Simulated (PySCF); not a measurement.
C6H9NSi (SMILES N#C[C@H]1C=C(C[SiH3])C1)

```yaml
atoms:
  - { symbol: N, position_ang: [-4.1023, 0.9257, 0.0596] }
  - { symbol: C, position_ang: [-3.1458, 0.3757, 0.3637] }
  - { symbol: C, position_ang: [-1.9312, -0.2983, 0.7190] }
  - { symbol: C, position_ang: [-1.0470, -0.6875, -0.4499] }
  - { symbol: C, position_ang: [-0.0488, 0.1238, -0.0942] }
  - { symbol: C, position_ang: [1.3008, 0.4225, -0.5999] }
  - { symbol: Si, position_ang: [2.6407, -0.5195, 0.3942] }
  - { symbol: C, position_ang: [-0.7584, 0.6437, 1.1324] }
  - { symbol: H, position_ang: [-2.1493, -1.0988, 1.4317] }
  - { symbol: H, position_ang: [-1.2257, -1.3678, -1.2609] }
  - { symbol: H, position_ang: [1.3678, 0.1433, -1.6521] }
  - { symbol: H, position_ang: [1.4903, 1.4943, -0.5236] }
  - { symbol: H, position_ang: [3.9473, -0.1835, -0.1697] }
  - { symbol: H, position_ang: [2.5774, -0.1022, 1.7959] }
  - { symbol: H, position_ang: [2.3796, -1.9545, 0.2906] }
  - { symbol: H, position_ang: [-0.2978, 0.3900, 2.0858] }
  - { symbol: H, position_ang: [-1.0045, 1.7050, 1.1172] }
```

Geometry: GFN2-xTB.

Method: PBE0/def2-SVPD, SCF density, gas phase (PySCF).

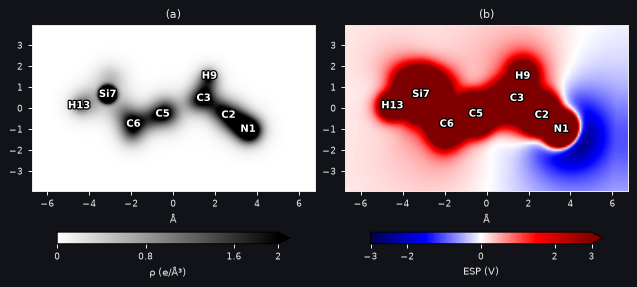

Figure 1. (a) electron density; (b) electrostatic potential on the plane of atoms C2, C3 and H9.

**Interpret the plot.**

The plane passes through N, C, Si and H nuclei. C–N (1.14 Å): ρ at the midpoint is about 3.6 e/Å³. C–Si (1.92 Å): the density is about 0.89 e/Å³ at the midpoint. C–H (1.09 Å): ρ at the midpoint is about 2 e/Å³. C–C (1.43 Å): ρ at the midpoint is about 1.9 e/Å³. Si–H (1.46 Å): the density is about 0.8 e/Å³ at the midpoint. Outside the dense part of the molecule the potential is most negative (−2.4 V) near N1.

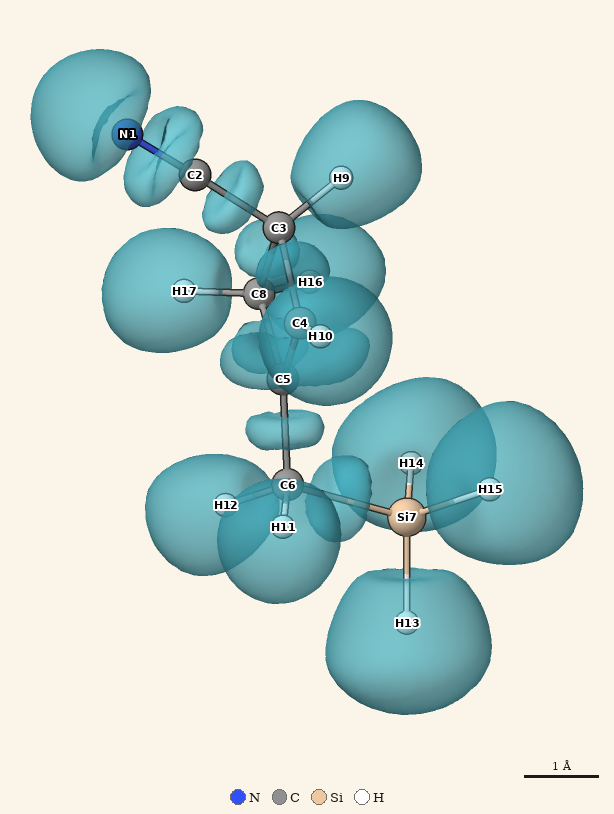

Figure 2. Isosurface of the ELF at 0.8 (cyan), seen at an oblique angle. Core shells and regions of very low density are left out.

**Where are the electrons localised?**

The surface consists of six regions between bonded C–C atoms (shared pairs), one region between bonded C–N atoms (shared pairs), one region between bonded C–Si atoms (shared pairs), nine regions around hydrogen nuclei and one lobe on N, pointing away from the bonds (lone pairs). Profiles from the grid: C–N (1.14 Å): the ELF peaks at about 0.85 between the atoms; a multiple bond. C–C (1.33 Å): the ELF peaks at about 0.90 between the atoms (a short, multiple covalent bond).

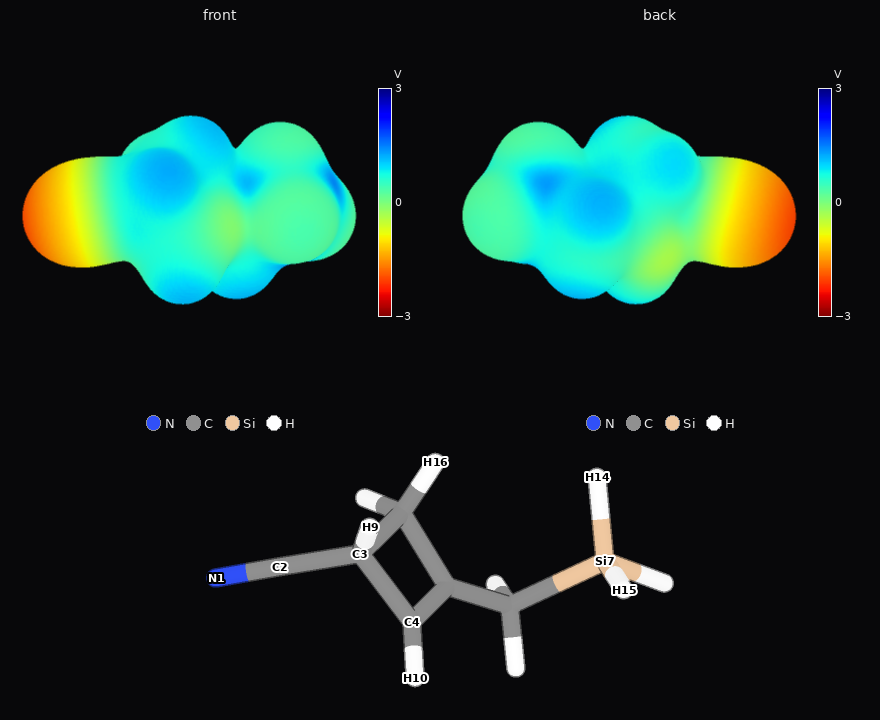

Figure 3. The molecular electrostatic potential painted on the density surface at 0.002 e/bohr³, seen from the front and from behind; the colour scale runs from red (negative) to blue (positive). The bare structure is drawn below in the same view.

**Which sites attract a positive test charge, and which a negative one?**

A positive charge is drawn to the negative regions and a negative charge to the positive ones. The most negative region (about −2.0 V, or −46 kcal/mol for a unit charge) lies over N1, the most positive (about +1.3 V, or +30 kcal/mol for a unit charge) over Si7. N1 is the likeliest acceptor of a hydrogen bond.

**What dipole moment does the calculation give?**

Its dipole moment is 4.57 D.
